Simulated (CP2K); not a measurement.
# PM6 run of SnH4O (SMILES [OH][SnH3])

What is the vertical singlet–triplet gap of SnH4O at PM6? 

Program for the calculation: CP2K 2026.2.

**1. The system as given**

The species is SnH4O (6 atoms), meant as a singlet with charge 0. SMILES: `[OH][SnH3]`. Geometry: a GFN2-xTB relaxation, a rough one for these elements and not checked as a minimum.

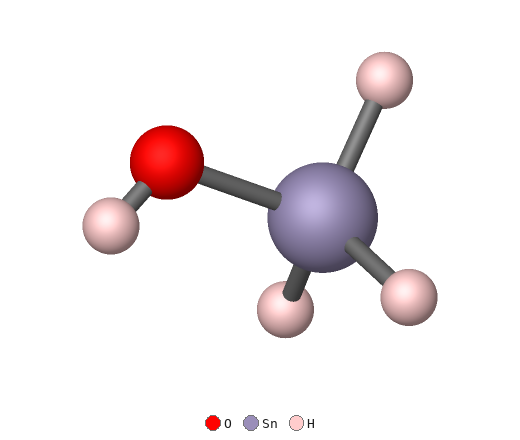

Viewed from a chosen angle; oxygen red, tin purple, hydrogen pink.

**2. Energy and forces at PM6**

File gas.inp:

```
&GLOBAL
    PROJECT_NAME gas
    RUN_TYPE ENERGY_FORCE
    PRINT_LEVEL MEDIUM
&END GLOBAL

&FORCE_EVAL
    METHOD Quickstep
    &DFT
        CHARGE 0
        MULTIPLICITY 1
        &QS
            METHOD PM6
            EPS_DEFAULT 1.0E-10
            &SE
                &COULOMB
                    CUTOFF [angstrom] 50
                    RC_RANGE [angstrom] 0
                &END COULOMB
                &EXCHANGE
                    CUTOFF [angstrom] 50
                    RC_RANGE [angstrom] 0
                &END EXCHANGE
            &END SE
        &END QS
        &POISSON
            PERIODIC NONE
            POISSON_SOLVER ANALYTIC
        &END POISSON
        &SCF
            SCF_GUESS ATOMIC
            EPS_SCF 1.0E-06
            MAX_SCF 80
            ADDED_MOS 2
            &DIAGONALIZATION
                ALGORITHM STANDARD
            &END DIAGONALIZATION
            &MIXING
                METHOD DIRECT_P_MIXING
                ALPHA 0.4
            &END MIXING
        &END SCF
        &PRINT
            &MOMENTS
                PERIODIC F
                REFERENCE COM
                MAX_MOMENT 1
            &END MOMENTS
            &MO ON
                ENERGIES T
                OCCUPATION_NUMBERS T
                NDIGITS 6
                &EACH
                    QS_SCF 0
                &END EACH
                ADD_LAST NUMERIC
            &END MO
            &HIRSHFELD OFF
            &END HIRSHFELD
        &END PRINT
    &END DFT
    &SUBSYS
        &CELL
            ABC [angstrom] 10.9 11.2 10.5
            PERIODIC NONE
        &END CELL
        &COORD
            O      0.879210    -0.707420     0.911480
            Sn    -0.301550     0.367900    -0.186660
            H      1.159040    -1.555600     0.575230
            H     -1.700920    -0.493620    -0.463670
            H      0.480140     0.711550    -1.618760
            H     -0.515920     1.677200     0.782380
        &END COORD
        &TOPOLOGY
            &CENTER_COORDINATES
            &END CENTER_COORDINATES
        &END TOPOLOGY
    &END SUBSYS
    &PRINT
        &FORCES ON
        &END FORCES
    &END PRINT
&END FORCE_EVAL
```

Started as:

```bash
$ OMP_NUM_THREADS=1 cp2k.psmp -i gas.inp -o gas.out
```

What it wrote:

```text
CP2K| version string:                                       CP2K version 2026.2
[...]
 GLOBAL| Method name                                                        CP2K
[...]
 GLOBAL| Run type                                                   ENERGY_FORCE
[...]
                             - Atoms:                                          6
[...]
                             - Spherical basis functions:                     12
[...]
 Number of electrons:                                                         14
[...]
     1 P_Mix/Diag. 0.40E+00    0.0     0.66672638       -12.4079491430 -1.24E+01
[...]
    15 DIIS/Diag.  0.14E-06    0.0     0.00000047       -15.3811401275 -8.50E-12
  *** SCF run converged in    15 steps ***
  Core-core repulsion energy [eV]:                            433.06581571916718
  Core Hamiltonian energy [eV]:                              -693.05959534937256
  Two-electron integral energy [eV]:                         -317.09665705882691
  Electronic energy [eV]:                                    -851.60792387878610
  Total energy [eV]:                                         -418.54210815961886
  Atomic reference energy [eV]:                               418.20549957807998
  Heat of formation [kcal/mol]:                                -7.76237891021635
[...]
 SE_DIPOLE| Moment [Debye]          1.51599954      -0.32899816       2.46504373
 SE_DIPOLE| Derivative [a.u.]       0.00000000       0.00000000       0.00000000
 ENERGY| Total FORCE_EVAL ( QS ) energy [hartree]            -15.381140127453797
 FORCES| Atomic forces [hartree/bohr]
 FORCES|   Atom     x               y               z               |f|
 FORCES|      1  1.58010799E-02 -2.37312672E-02  5.41900192E-03   2.90209019E-02
 FORCES|      2 -1.31203778E-02  7.54060554E-03 -1.77539318E-02   2.33282477E-02
 FORCES|      3  2.08284460E-05  6.15144978E-03  6.20746962E-03   8.73919032E-03
 FORCES|      4 -9.08438549E-03 -9.41722566E-03  2.24255122E-04   1.30866531E-02
 FORCES|      5  8.81519447E-03  6.71291852E-04 -9.01850768E-03   1.26290050E-02
 FORCES|      6 -2.43233948E-03  1.87851457E-02  1.49217128E-02   2.41133881E-02
 FORCES| Sum     0.00000000E+00  1.52655666E-16 -2.22044605E-16
 FORCES| Total atomic force                                       2.69457898E-16
[...]
```

It took 0.43 s on 1 thread of Arm Neoverse N1, shared host; peak memory 0.13 GiB.

**3. The triplet, same level**

File gas.inp:

```
&GLOBAL
 PROJECT gas
 RUN_TYPE ENERGY_FORCE
 PRINT_LEVEL MEDIUM
&END GLOBAL

&FORCE_EVAL
 METHOD QS
 &DFT
  CHARGE 0
  MULTIPLICITY 3
  LSD T
  # Quickstep
  &QS
   METHOD PM6
   EPS_DEFAULT 1.0E-10
   &SE
    &COULOMB
     CUTOFF [angstrom] 50
     RC_RANGE [angstrom] 0
    &END COULOMB
    &EXCHANGE
     CUTOFF [angstrom] 50
     RC_RANGE [angstrom] 0
    &END EXCHANGE
   &END SE
  &END QS
  &POISSON
   PERIODIC NONE
   POISSON_SOLVER ANALYTIC
  &END POISSON
  # self-consistent field
  &SCF
   SCF_GUESS ATOMIC
   EPS_SCF 1.0E-06
   MAX_SCF 40
   &OT ON
    MINIMIZER DIIS
    PRECONDITIONER FULL_ALL
   &END OT
   &OUTER_SCF
    EPS_SCF 1.0E-06
    MAX_SCF 5
   &END OUTER_SCF
  &END SCF
  # extra output
  &PRINT
   &MOMENTS
    PERIODIC F
    REFERENCE COM
    MAX_MOMENT 1
   &END MOMENTS
   &MO_CUBES
    NLUMO 5
    NHOMO -1
    WRITE_CUBE F
   &END MO_CUBES
   &HIRSHFELD OFF
   &END HIRSHFELD
  &END PRINT
 &END DFT
 &SUBSYS
  # box in angstrom
  &CELL
   ABC [angstrom] 10.9 11.2 10.5
   PERIODIC NONE
  &END CELL
  &COORD
   O      0.879210    -0.707420     0.911480
   Sn    -0.301550     0.367900    -0.186660
   H      1.159040    -1.555600     0.575230
   H     -1.700920    -0.493620    -0.463670
   H      0.480140     0.711550    -1.618760
   H     -0.515920     1.677200     0.782380
  &END COORD
  &TOPOLOGY
   &CENTER_COORDINATES
   &END CENTER_COORDINATES
  &END TOPOLOGY
 &END SUBSYS
 # extra output
 &PRINT
  &FORCES ON
  &END FORCES
 &END PRINT
&END FORCE_EVAL
```

Started as:

```bash
$ OMP_NUM_THREADS=1 cp2k.psmp -i gas.inp > gas.out 2>&1
```

What it wrote:

```text
CP2K| version string:                                       CP2K version 2026.2
[...]
 GLOBAL| Method name                                                        CP2K
[...]
 GLOBAL| Run type                                                   ENERGY_FORCE
[...]
                             - Atoms:                                          6
[...]
                             - Spherical basis functions:                     12
[...]
 Number of electrons:                                                          8
[...]
     1 OT DIIS     0.15E+00    0.0     0.19131827       -13.6116910500 -1.36E+01
[...]
    24 OT DIIS     0.15E+00    0.0     0.00000067       -15.2285353941 -1.46E-09
  *** SCF run converged in    24 steps ***
  Core-core repulsion energy [eV]:                            433.06581571916718
  Core Hamiltonian energy [eV]:                              -657.13527228086582
  Two-electron integral energy [eV]:                         -380.64013124139342
  Electronic energy [eV]:                                    -847.45533790156253
  Total energy [eV]:                                         -414.38952218239541
  Atomic reference energy [eV]:                               418.20549957807998
  Heat of formation [kcal/mol]:                                87.99853623073777
[...]
 SE_DIPOLE| Moment [Debye]         -0.52888114       1.20902919       0.25656379
 SE_DIPOLE| Derivative [a.u.]       0.00000000       0.00000000       0.00000000
 *** WARNING in qs_scf_post_se.F:140 :: Printing of MO cube files not ***
 *** implemented for Semi-Empirical method.                           ***
 ENERGY| Total FORCE_EVAL ( QS ) energy [hartree]            -15.228535394133864
 FORCES| Atomic forces [hartree/bohr]
 FORCES|   Atom     x               y               z               |f|
 FORCES|      1  3.77202270E-02 -1.17332174E-02  5.77305849E-02   6.99521576E-02
 FORCES|      2 -3.15557079E-02  2.32598874E-02 -3.54170777E-02   5.28313776E-02
 FORCES|      3  1.56927796E-02 -3.98309633E-02 -1.10513162E-02   4.42142575E-02
 FORCES|      4 -1.92385144E-02 -6.71670018E-03 -5.90036327E-03   2.12143533E-02
 FORCES|      5  5.60185279E-03  7.15656506E-03 -1.87860291E-02   2.08689259E-02
 FORCES|      6 -8.22063712E-03  2.78644285E-02  1.34242014E-02   3.20033503E-02
 FORCES| Sum    -1.11022302E-16  8.32667268E-17 -1.87350135E-16
 FORCES| Total atomic force                                       2.33150965E-16
[...]
```

It took 1.8 s on 1 thread of Arm Neoverse N1, shared host; peak memory 0.14 GiB.

**4. Results**

At PM6:

| quantity | value |
| --- | --- |
| singlet: total energy | -15.38114 Eh |
| singlet: dipole moment | 2.91 D |
| singlet: HOMO energy | -10.44 eV |
| singlet: LUMO energy | 1.52 eV |
| singlet: HOMO–LUMO gap | 11.97 eV |
| singlet: heat of formation at this unrelaxed shape | -7.8 kcal/mol |
| singlet: largest force on an atom | 1.492 eV/Å |
| triplet: total energy | -15.22854 Eh |
| triplet: dipole moment | 1.34 D |
| triplet: heat of formation at this unrelaxed shape | 88.0 kcal/mol |
| triplet: largest force on an atom | 3.597 eV/Å |
| vertical energy of the triplet above the singlet | 4.153 eV |

At this shape the triplet lies 4.15 eV (401 kJ/mol) above the singlet. The largest force (singlet) is 1.49 eV/Å: the shape isn't a stationary point for this species at this level.
